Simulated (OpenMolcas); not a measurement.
## Single-point calculation, with input and output: AsH3 (part 1 of 2)

System: AsH3, multiplicity 3, SMILES [AsH3].
Method: M06-L/cc-pVTZ, UKS (OpenMolcas 26.06).

The geometry is that of the parent species in another charge or spin state. The geometry comes from this level: PBE0-D4/def2-TZVP.

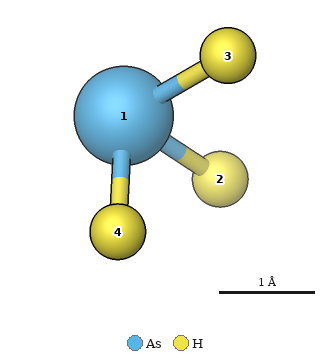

Figure 1. The structure (ball-and-stick view, seen at a tilt; atoms are numbered from 1 in the order of the input). Bond lengths as drawn: As–H 1.52 Å.

### Input
```
&GATEWAY
BasLib=$CurrDir
Coord
4
angstrom
As      -0.215800       0.487600      -0.346000
H        0.349900       0.630300       1.059400
H       -1.068000      -0.705500       0.061100
H        0.933900      -0.412500      -0.774500
Basis=cc-pVTZ
Group=NoSym
&SEWARD
GridInput
Grid=UltraFine
End of Grid
&SCF
UHF
Spin=3
KSDFT=M06L
Thresholds=1e-10 1e-07 1e-07 1e-05
PrOrbitals=1 1
```

Machine: 1 thread of AMD EPYC (Zen 3), 16 GiB of memory available, shared host.

Launch command:
```bash
export MOLCAS_MEM=1860
pymolcas calc.input > calc.log
```

### What the program printed
```
--- Start Module: gateway ---

                                              &GATEWAY

                       available to each process: 1.9 GB of memory, 1 thread

 Basis Set     1 Label: AS.CC-PVTZ
 Basis set is read from library:.
 basistype.tbl is not found

 Basis Set     2 Label: H.CC-PVTZ
 Basis set is read from library:.
 basistype.tbl is not found

++    Symmetry information:
      ---------------------

                    Character Table for C1

                             E
                    a        1  x, y, xy, Rz, z, xz, Ry, yz, Rx, I
--

++    Basis set information:
      ----------------------

      Basis set label: AS.CC-PVTZ.........

      Electronic valence basis set:
      ------------------
      Associated Effective Charge  33.000000 au
      Associated Actual Charge     33.000000 au
      Nuclear Model: Point charge

      Shell  nPrim  nBasis  Cartesian Spherical Contaminant
         s      20       6        X
         p      13       5        X
         d       9       3                 X
         f       1       1                 X

      Basis set label: H.CC-PVTZ.........

      Electronic valence basis set:
      ------------------
      Associated Effective Charge   1.000000 au
      Associated Actual Charge      1.000000 au
      Nuclear Model: Point charge

      Shell  nPrim  nBasis  Cartesian Spherical Contaminant
         s       5       3        X
         p       2       2        X
         d       1       1                 X
--

++    Molecular structure info:
      -------------------------

                    ************************************************
                    **** Cartesian Coordinates / bohr, angstrom ****
                    ************************************************

     Center  Label                x              y              z                     x              y              z
        1      AS1             -0.407803       0.921430      -0.653845             -0.215800       0.487600      -0.346000
        2      H2               0.661215       1.191094       2.001976              0.349900       0.630300       1.059400
        3      H3              -2.018228      -1.333202       0.115462             -1.068000      -0.705500       0.061100
        4      H4               1.764815      -0.779512      -1.463593              0.933900      -0.412500      -0.774500

                    ***************************************
                    *    InterNuclear Distances / bohr    *
                    ***************************************

               1 AS1           2 H2            3 H3            4 H4
    1 AS1      0.000000
    2 H2       2.875570        0.000000
    3 H3       2.875529        4.136474        0.000000
    4 H4       2.875616        4.136592        4.136593        0.000000

                    *******************************************
                    *    InterNuclear Distances / angstrom    *
                    *******************************************

               1 AS1           2 H2            3 H3            4 H4
    1 AS1      0.000000
    2 H2       1.521686        0.000000
    3 H3       1.521665        2.188928        0.000000
    4 H4       1.521710        2.188990        2.188991        0.000000

                    **************************************
                    *    Valence Bond Angles / degree    *
                    **************************************
                          Atom centers                 Phi
                      2 H2       1 AS1      3 H3        91.99
                      2 H2       1 AS1      4 H4        91.99
                      3 H3       1 AS1      4 H4        91.99
--

            Nuclear Potential Energy             35.15317793 au

--- Stop Module: gateway /rc=_RC_ALL_IS_WELL_ ---

--- Start Module: seward ---

                                              &SEWARD

                       available to each process: 1.9 GB of memory, 1 thread

               SEWARD will generate:
                  Multipole Moment integrals up to order  2
                  Kinetic Energy integrals
                  Nuclear Attraction integrals (point charge)
                  One-Electron Hamiltonian integrals
                  Velocity integrals
                  Orbital angular momentum around ( -0.3867   0.8738  -0.6200 )
                  Velocity quadrupole around ( -0.3867   0.8738  -0.6200 )
                  Two-Electron Repulsion integrals

                   Integrals are discarded if absolute value <: 1.00E-14
                   Integral cutoff threshold is set to       <: 1.00E-16

            Nuclear Potential Energy             35.15317793 au

      Basis set specifications :
      Symmetry species         a
      Basis functions           85

--- Stop Module: seward /rc=_RC_ALL_IS_WELL_ ---
--- Module seward spent 2 seconds ---

--- Start Module: scf ---

                                                &SCF

                       available to each process: 1.9 GB of memory, 1 thread

++    Input section:
      --------------

      Header of the integral files:

      Cartesian coordinates in angstrom:
      -----------------------------------------------------
      No.  Label        X            Y            Z
      -----------------------------------------------------
       1   AS1       -0.21580000   0.48760000  -0.34600000
       2   H2         0.34990000   0.63030000   1.05940000
       3   H3        -1.06800000  -0.70550000   0.06110000
       4   H4         0.93390000  -0.41250000  -0.77450000
      -----------------------------------------------------
      Nuclear repulsion energy =   35.15317793
--

++    Orbital specifications:
      -----------------------

      Symmetry species               1
                                     a
      Frozen orbitals                0
      Start temperature = 0.500
      End temperature   = 0.010
      Temperature Factor= 0.460
      Deleted orbitals               0
      Total number of orbitals      85
      Number of basis functions     85
--

      Molecular charge                           0.000

      Numerical integration parameters
      --------------------------------
      Radial quadrature type:                         MHL
      Size of radial grid:                            99
      Lebedev angular grid:                           41
      Angular grid pruned with the crowding factor:  1.00E+10
                                 and fading factor:  1.00E+01
      Screening threshold for integral computation:   1.00E-11
      Radial quadrature accuracy:                     1.00E-25
      Maximum batch size:                             128
      AO values are stored on disk
      The same grid will be used for all iterations.

      DFT functional specifications
      -----------------------------
      Using Libxc version: 6.2.2
      Please cite the following reference:
      S. Lehtola, C. Steigemann, M. J.T. Oliveira, and M. A.L. Marques.,  SoftwareX 7, 1–5 (2018) doi:10.1016/j.softx.2017.11.002

      * Minnesota M06-L exchange functional
      * Minnesota M06-L correlation functional
        - Y. Zhao and D. G. Truhlar.,  Theor. Chem. Acc. 120, 215 (2008) doi:10.1007/s00214-007-0310-x

++    Optimization specifications:
      ----------------------------

      SCF Algorithm: Conventional USCF
      D(i)-D(i-1) density differences are used
      Number of density matrices in core                 5
      Maximum number of NDDO SCF iterations            400
      Maximum number of HF SCF iterations              400
      Threshold for SCF energy change             1.00E-10
      Threshold for density matrix                1.00E-07
      Threshold for Fock matrix                   1.00E-07
      Threshold for linear dependence             1.00E-09
      Threshold at which DIIS is turned on        1.50E-01
      Maximum depth in the DIIS procedure                5
      Maximum depth in the BFGS Hessian update          30
      Threshold at which QNR/C2DIIS is turned on  7.50E-02
      Threshold for Norm(delta) (QNR/C2DIIS)      1.00E-05
      All orbitals punched on: UHFORB
--

      Input vectors read from INPORB
      Orbital file label: *Guess orbitals

++ Convergence information
                               UHF M06L       iterations: Energy and convergence statistics

Iter     Tot. M06L       One-elec.       Two-elec.     Energy      Max Dij or  Max Fij      DNorm      TNorm      AccCon     Time
         Energy          Energy          Energy        Change      Delta Norm                                                in Sec.

 The total and one-electron energies are shifted by a value of      2000. a.u.

   1  -235.825378474 -1256.643409348   985.664852946   0.00E+00    2.43E-01*   3.52E+00*    1.10E+01   3.17E+02   None         2.
   2  -235.810339316 -1269.409515898   998.445998653   1.50E-02*   1.20E-01*   3.97E-02*    1.57E+01   3.19E+02   EDIIS        2.
   3  -237.044440099 -1271.553680731   999.356062704  -1.23E+00*   1.13E-01*   5.77E-02*    6.26E+00   3.19E+02   EDIIS        2.
   4  -237.332786912 -1264.452794477   991.966829636  -2.88E-01*   1.08E-01*   4.05E-02*    2.33E+00   3.18E+02   EDIIS        2.
   5  -237.374835115 -1273.300149599  1000.772136556  -4.20E-02*   8.93E-02*   9.75E-02*    2.49E+00   3.19E+02   EDIIS        2.
   6  -237.390819285 -1263.901430410   991.357433197  -1.60E-02*   8.87E-02*   6.23E-02*    1.30E+00   3.18E+02   EDIIS        2.
   7  -237.404974170 -1271.878348990   999.320196892  -1.42E-02*   6.26E-02*   4.78E-02*    7.53E-01   3.19E+02   EDIIS        2.
   8  -237.410744652 -1267.899633677   995.335711097  -5.77E-03*   3.49E-02*   2.59E-02*    2.27E-01   3.19E+02   EDIIS        2.
   9  -237.411660366 -1269.715040244   997.150201950  -9.16E-04*   1.47E-02*   1.10E-02*    1.95E-01   3.19E+02   EDIIS        2.
  10  -237.412245417 -1268.896477844   996.331054499  -5.85E-04*   1.51E-02*   4.87E-03*    1.04E-01   3.19E+02   EDIIS        2.
  11  -237.414306856 -1269.276941591   996.709456807  -2.06E-03*   1.40E-01*   1.88E-02*    1.64E+00   3.19E+02   EDIIS        2.
  12  -237.418484266 -1268.715651789   996.143989594  -4.18E-03*   2.91E-02*   1.76E-02*    9.60E-01   3.19E+02   EDIIS        2.

       Fermi aufbau procedure completed!
      nOcc(alpha)=   19
      nOcc(beta) =   17
```
